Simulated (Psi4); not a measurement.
**SiH3O4 (SMILES [O][Si](O)(O)O) at UHF/STO-3G**

Aim: the vertical doublet–quartet gap of SiH3O4 at UHF/STO-3G, from 2 runs. 

The calculation is run with Psi4 1.11.

1 further run of the same task is left out (it didn't finish).

### 1 The system as given

The species is SiH3O4 (8 atoms), meant as a doublet with charge 0. As SMILES, `[O][Si](O)(O)O`. The shape is that of a PBE0-D4/def2-TZVP optimisation. This is one conformer, not always the lowest.

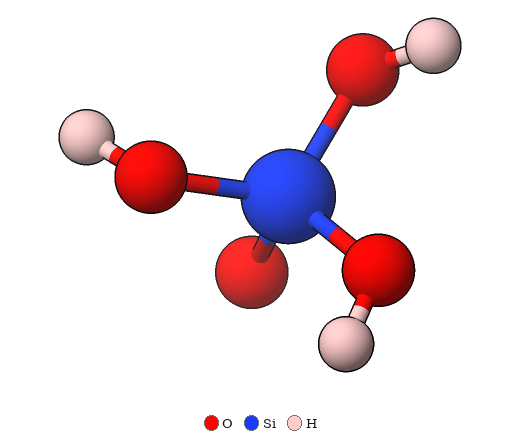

The structure, seen from a chosen angle (oxygen red, silicon blue, hydrogen pink).

### 2 The energy at UHF/STO-3G

input.json

```json
{
 "schema_name": "qcschema_input",
 "schema_version": 1,
 "molecule": {
  "schema_name": "qcschema_molecule",
  "schema_version": 2,
  "symbols": ["O", "Si", "O", "O", "O", "H", "H", "H"],
  "geometry": [-2.67887575, 0.46827413, 2.25444327, -0.37000838, 0.11092692, 0.17196508, 2.11101305, -0.12717857, 1.98383449, -0.47224256, 2.53053225, -1.70585577, -0.50323407, -2.38766896, -1.60570029, 2.40259779, 1.19619664, 3.18740105, -0.17763426, 2.21683772, -3.46537977, -0.31180481, -4.00773117, -0.82070806],
  "molecular_charge": 0,
  "molecular_multiplicity": 2,
  "fix_symmetry": "c1",
  "fix_com": true,
  "fix_orientation": true
 },
 "driver": "energy",
 "model": {
  "method": "hf",
  "basis": "STO-3G"
 },
 "keywords": {
  "reference": "uhf",
  "puream": true,
  "e_convergence": 1e-09,
  "d_convergence": 1e-08,
  "scf_type": "pk",
  "maxiter": 100,
  "scf_properties": ["DIPOLE", "QUADRUPOLE", "LOWDIN_CHARGES"]
 }
}
```

On the command line:

```
$ psi4 --qcschema input.json -n 1 --memory 2200MB
```

stdout:

```text
[...]
  Running in c1 symmetry.
[...]
  Nuclear repulsion =  257.364163324537003
[...]
  Multiplicity = 2
[...]
  Nalpha       = 25
  Nbeta        = 24
[...]
    Number of basis functions: 32
[...]
   @UHF iter   1:  -582.54421617413300   -2.80969e+00   1.41373e-02 ADIIS/DIIS
[...]
   @UHF iter  24:  -582.75805417486015    1.13687e-13   7.31322e-09 DIIS
[...]
   @S^2 Observed:                7.535441230E-01
[...]
    Orbital Energies [Eh]
    ---------------------
    Alpha Occupied:
       1A    -68.096603     2A    -20.204894     3A    -20.189455
       4A    -20.188712     5A    -20.180736     6A     -6.071036
       7A     -4.097631     8A     -4.097537     9A     -4.096841
      10A     -1.305750    11A     -1.253404    12A     -1.246284
      13A     -1.240061    14A     -0.685272    15A     -0.609280
      16A     -0.599673    17A     -0.518699    18A     -0.502207
      19A     -0.447676    20A     -0.426014    21A     -0.406271
      22A     -0.390142    23A     -0.377272    24A     -0.369937
      25A     -0.360911
    Alpha Virtual:
[...]
  @UHF Final Energy:  -582.75805417486015
   => Energetics <=
    Nuclear Repulsion Energy =            257.3641633245370031
    One-Electron Energy =               -1325.1313517417449930
    Two-Electron Energy =                 485.0091342423478409
    Total Energy =                       -582.7580541748601490
  UHF NO Occupations:
  HONO-2 :   23  A 1.9998546
  HONO-1 :   24  A 1.9984930
[...]
 Multipole Moments:
 ------------------------------------------------------------------------------------
     Multipole            Electronic (a.u.)      Nuclear  (a.u.)        Total (a.u.)
 ------------------------------------------------------------------------------------
 L = 1.  Multiply by 2.5417464519 to convert [e a0] to [Debye]
 Dipole X            :         15.8753438          -15.6136732            0.2616706
 Dipole Y            :         -5.0277002            4.8299509           -0.1977493
 Dipole Z            :         -8.7994041            8.7225979           -0.0768062
 Magnitude           :                                                    0.3368612
 L = 2.  Multiply by 1.3450342976 to convert [e a0^2] to [Debye ang]
 Quadrupole XX       :       -129.7610707          104.6900107          -25.0710600
 Quadrupole XY       :         10.6552833           -8.9759315            1.6793518
[...]
```

The result, in JSON:

```text
{
 "driver": "energy",
 "model": {
  "method": "hf",
  "basis": "STO-3G"
 },
 "success": true,
 "return_result": -582.7580541748601,
 "properties": {
  "calcinfo_nbasis": 32,
  "calcinfo_nmo": 32,
  "calcinfo_nalpha": 25,
  "calcinfo_nbeta": 24,
  "calcinfo_natom": 8,
  "nuclear_repulsion_energy": 257.364163324537,
  "return_energy": -582.7580541748601,
  "scf_one_electron_energy": -1325.131351741745,
  "scf_two_electron_energy": 485.00913424234784,
  "scf_dipole_moment": [0.26167060618852567, -0.19774929962904864, -0.07680616817862429],
  "scf_total_energy": -582.7580541748601,
  "scf_iterations": 24
 }
}
```

It took 1.5 s on 1 thread of Intel Xeon 6975P-C (Granite Rapids), shared host; peak memory 0.18 GiB.

### 3 The quartet: energy and forces at UHF/STO-3G

h3o4si.dat

```
memory 2200 mb

molecule geom {
  0 4
  O     -2.67887575     0.46827413     2.25444327
  Si    -0.37000838     0.11092692     0.17196508
  O      2.11101305    -0.12717857     1.98383449
  O     -0.47224256     2.53053225    -1.70585577
  O     -0.50323407    -2.38766896    -1.60570029
  H      2.40259779     1.19619664     3.18740105
  H     -0.17763426     2.21683772    -3.46537977
  H     -0.31180481    -4.00773117    -0.82070806
  units au
  symmetry c1
  no_reorient
  no_com
}

set reference uhf
set puream true
set e_convergence 1e-09
set d_convergence 1e-08
set scf_type pk
set maxiter 100

result, w = gradient('hf/STO-3G', return_wfn=True)
oeprop(w, 'MAYER_INDICES', 'WIBERG_LOWDIN_INDICES', 'MULLIKEN_CHARGES')
```

On the command line:

```
$ psi4 -i h3o4si.dat -o h3o4si.out -n 1
```

h3o4si.out, cut to the lines that bear on the results:

```text
[...]
  Running in c1 symmetry.
[...]
  Nuclear repulsion =  257.364163324537003
[...]
  Multiplicity = 4
[...]
  Nalpha       = 26
  Nbeta        = 23
[...]
    Number of basis functions: 32
[...]
   @UHF iter   1:  -582.13227428994344   -2.39775e+00   1.48528e-02 DIIS/ADIIS
[...]
   @UHF iter  26:  -582.40867844505487   -8.29914e-12   8.32297e-09 DIIS
[...]
   @S^2 Observed:                3.761479534E+00
[...]
  @UHF Final Energy:  -582.40867844505487
   => Energetics <=
    Nuclear Repulsion Energy =            257.3641633245370031
    One-Electron Energy =               -1325.7616033239562512
    Two-Electron Energy =                 485.9887615543643733
    Total Energy =                       -582.4086784450548748
  UHF NO Occupations:
  HONO-2 :   24  A 1.0000000
  HONO-1 :   25  A 1.0000000
[...]
 Multipole Moments:
 ------------------------------------------------------------------------------------
     Multipole            Electronic (a.u.)      Nuclear  (a.u.)        Total (a.u.)
 ------------------------------------------------------------------------------------
 L = 1.  Multiply by 2.5417464519 to convert [e a0] to [Debye]
 Dipole X            :         14.9218495          -15.6136732           -0.6918238
 Dipole Y            :         -4.7533976            4.8299509            0.0765533
 Dipole Z            :         -7.6982804            8.7225979            1.0243175
 Magnitude           :                                                    1.2384292
[...]
  -Total Gradient:
     Atom            X                  Y                   Z
    ------   -----------------  -----------------  -----------------
       1        0.270149405550    -0.056750317271    -0.266451392935
       2       -0.151935434367     0.050689941818     0.174189315294
       3       -0.055892281483     0.027754241072     0.003242020861
       4       -0.019474078103    -0.057351962381     0.008144555930
       5       -0.023228972430     0.028191961359     0.080556364893
       6       -0.001041960128    -0.025184740094    -0.013182752625
       7       -0.009775805521     0.009147533276     0.032872165259
       8       -0.008800873518     0.023503342219    -0.019370276678
[...]
  Mulliken Charges: (a.u.)
   Center  Symbol    Alpha    Beta     Spin     Total
       1     O     4.97086  2.84646  2.12440  0.18269
[...]
```

Run time: 1.9 s. Hardware: 1 thread of Intel Xeon 6975P-C (Granite Rapids), shared host; peak memory 0.18 GiB.

### 4 Summary of results

Level: UHF/STO-3G.

```
                                        quantity          value
                           doublet: total energy  -582.75805 Eh
                          doublet: dipole moment         0.86 D
     doublet: HOMO energy (highest over α and β)       -9.12 eV
      doublet: LUMO energy (lowest over α and β)        8.94 eV
                                   doublet: ⟨S²⟩          0.754
                           quartet: total energy  -582.40868 Eh
                          quartet: dipole moment         3.15 D
                                   quartet: ⟨S²⟩          3.761
               quartet: largest force on an atom    19.729 eV/Å
vertical energy of the quartet above the doublet       9.507 eV
```

What this shows: At this shape the quartet lies 9.51 eV (219 kcal/mol) above the doublet. In a minimal basis such a difference can be off by several eV, whatever the method. Mulliken charges (quartet) run from -0.54 on O4 to +0.98 on Si2.
